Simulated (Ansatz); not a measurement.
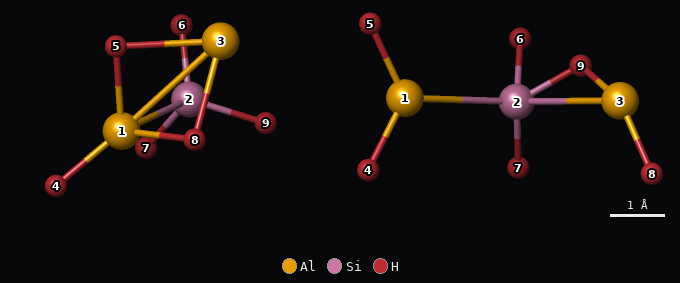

Two geometries of Al2SiH6, drawn at one scale. One is the start of a relaxation, the other its converged end. The picture is a ball-and-stick view, seen from a free direction.

The calculation used Ansatz 0.2.0, RKS PBE-D4/def2-SVP. Settings: force threshold 0.03 eV/Å; at most 250 steps.

Which geometry has the lower energy?

The left one is the relaxed one. It is one of the separated reactants of a reaction. After 44 accepted moves (46 points after the start) the energy has fallen by 91.2 kcal/mol. The largest force component goes from 5.1 to 0.023 eV/Å. The line search rejected the trial steps at points 40, 43 of the run. The forces were under the threshold at step 36, but the run went on from there. The largest move after the best rigid fit is that of H8, 2.36 Å. Largest moves by element: H 2.36 Å, Al 1.73 Å, Si 0.54 Å. Some distances before and after: Al1–H8 4.896 → 1.704 Å, Al3–H5 4.897 → 1.960 Å, Al3–H9 1.500 → 3.335 Å, Al1–Al3 4.035 → 2.559 Å. New bonds form: Al1–H8 (4.90 → 1.70 Å). Bonds break: Al3–H9 (1.50 → 3.34 Å). Bond angles that change, for instance: H6–Si2–H9 75.0° → 108.6°, Si2–Al1–H5 120.4° → 96.9°, H7–Si2–H9 121.0° → 105.3°.
